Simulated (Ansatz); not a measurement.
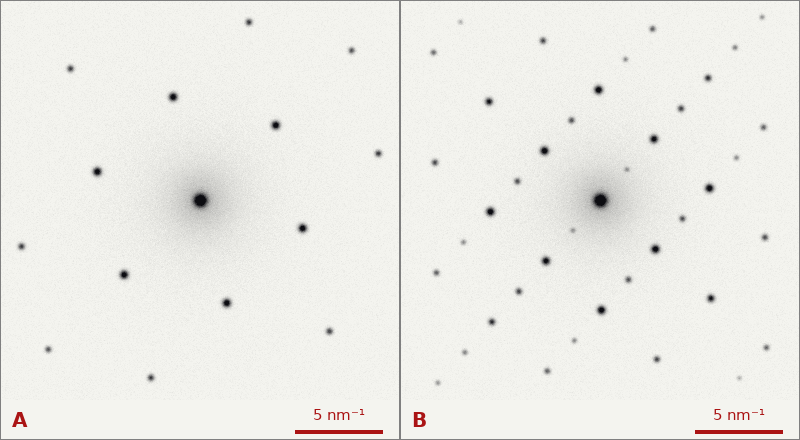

Kinematic electron diffraction patterns (200 kV, B = 0.5 Å², same scale, each along a low-index zone) of two structures of composition IrC, each relaxed at zero pressure with DFT PBE, scalar-relativistic, plane waves, PAW (Ansatz 0.2.0).

The structures (standard cells):
1. F-43m (No. 216), a = 4.621 Å, 8 atoms; generated start, possibly hypothetical
2. P4/nmm (No. 129), a = 3.317 Å, c = 4.270 Å, 4 atoms; generated start, possibly hypothetical

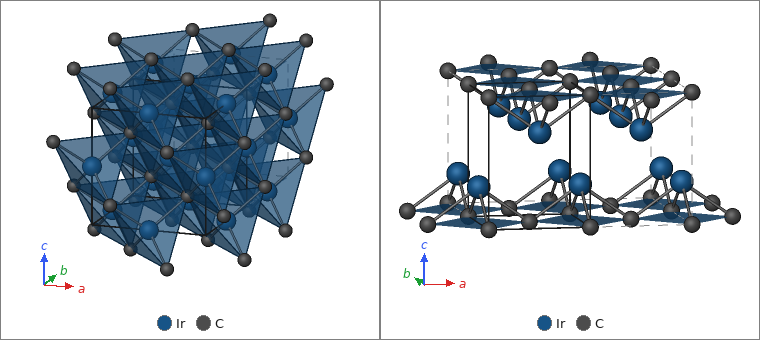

Drawings of the structures 1 to 2, from left to right (each may span several cells).

Which pattern belongs to which structure, and along which zone?

A is structure 1 along [111] or an equivalent direction: hexagonal net of -2 2 0 at d = 1.63 Å and -2 0 2 at d = 1.63 Å, 60.0° apart. B is structure 2 along [110] or an equivalent direction: rectangular net of 0 0 1 (weak) at d = 4.27 Å and 1 -1 0 at d = 2.35 Å, 90.0° apart (some points of this net are extinct or too weak to see).

Rank the structures by their computed energy.

Structure 1 (F-43m, 12.33 Å³ an atom) is the lowest of these; structure 2 (P4/nmm, 11.75 Å³ an atom) lies about 460 meV an atom higher. These are static energies at 0 K; other structures, not shown, may lie lower still.
